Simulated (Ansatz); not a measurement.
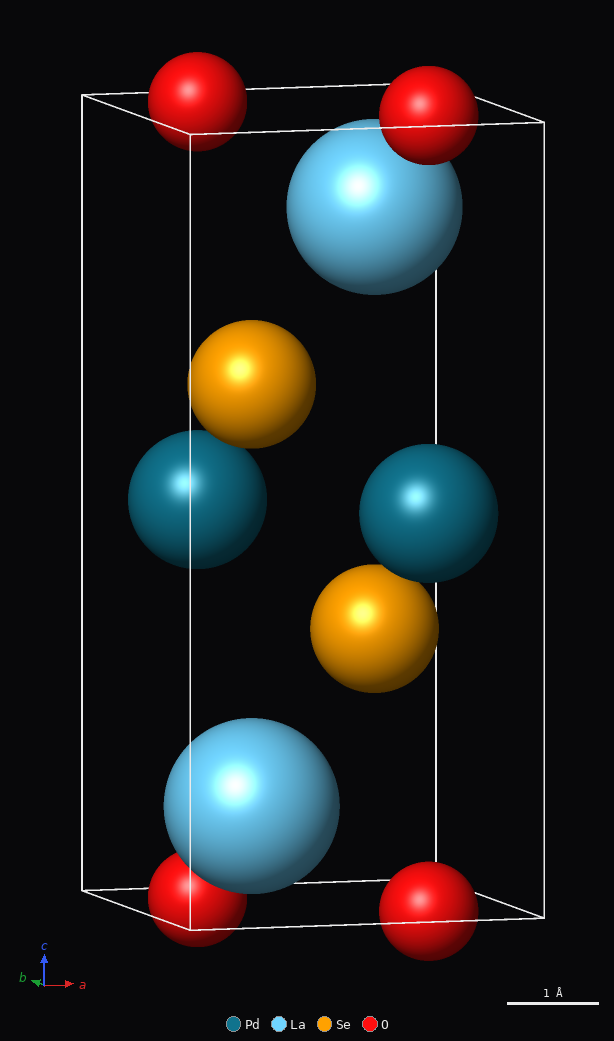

Drawn in the spheres-only manner and seen slightly off an axis. One simulation cell is outlined, and atoms on its boundary appear in each equivalent place.

```yaml
crystal:
  lattice:
    - [4.08207, 0.00000, 0.00000]
    - [0.00000, 4.08207, 0.00000]
    - [0.00000, 0.00000, 8.82983]
  atoms:
    - { symbol: Pd, position: [0.25000, 0.75000, 0.50000] }
    - { symbol: Pd, position: [0.75000, 0.25000, 0.50000] }
    - { symbol: La, position: [0.25000, 0.25000, 0.13980] }
    - { symbol: La, position: [0.75000, 0.75000, 0.86020] }
    - { symbol: Se, position: [0.25000, 0.25000, 0.66980] }
    - { symbol: Se, position: [0.75000, 0.75000, 0.33020] }
    - { symbol: O, position: [0.25000, 0.75000, 0.00000] }
    - { symbol: O, position: [0.75000, 0.25000, 0.00000] }
```

Level of theory: DFT, PAW plane waves, PBE in Ansatz. Settings were wavefunction cutoff 420 eV, an 8×8×4 grid in reciprocal space, Fermi-Dirac smearing of 0.089 eV, no spin polarisation.

What does a Bader analysis give?

Answer. La +1.94 e; Pd -0.04 e; Se -0.60 e; O -1.30 e.

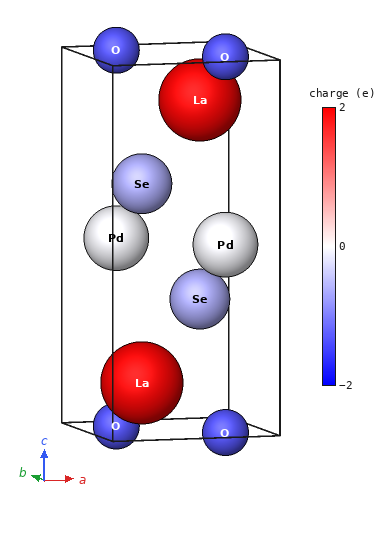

The atoms coloured by those charges.

Provenance: a generated cell, made by putting these elements into a known structure type (the compound may or may not exist in this form); not relaxed. A calculation with Ansatz used it as input.

At this level of theory the cell isn't at rest (compressed, at 5 GPa and forces up to 0.8 eV/Å), so its distances can differ from those at equilibrium, the more so the softer the solid.
